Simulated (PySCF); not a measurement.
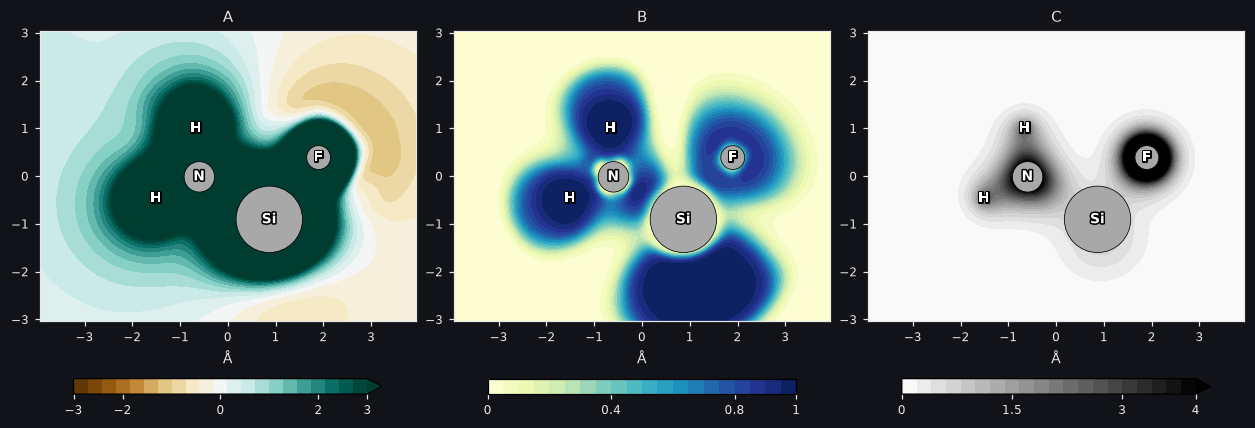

FH2NSi (SMILES N[Si]F): 3 fields on the molecular plane, with unlabelled colour scales. Grey discs cover the atomic cores.

Geometry: PBE0-D3(BJ)/pcseg-1.

Method: PySCF 2.14.0, Gaussian-basis quantum chemistry of an isolated molecule with PySCF, energy and nuclear gradient, functional PBE0.

Q: The panels show electron density, electron localisation function and electrostatic potential in some order. Assign them.

A: Panel A: electrostatic potential (strongly positive close to the atoms, with negative regions outside electron-rich atoms). Panel B: electron localisation function. Panel C: electron density. From the grid: Si–F (1.65 Å): the density is about 1 e/Å³ at the midpoint; the ELF peaks at about 0.85 in the valence shell of F, 0.6 Å from its nucleus, and is about 0.45 at the midpoint. Si–N (1.71 Å): the density is about 1.1 e/Å³ at the midpoint; the ELF peaks at about 0.90 between the atoms (a shared but strongly polarised pair).
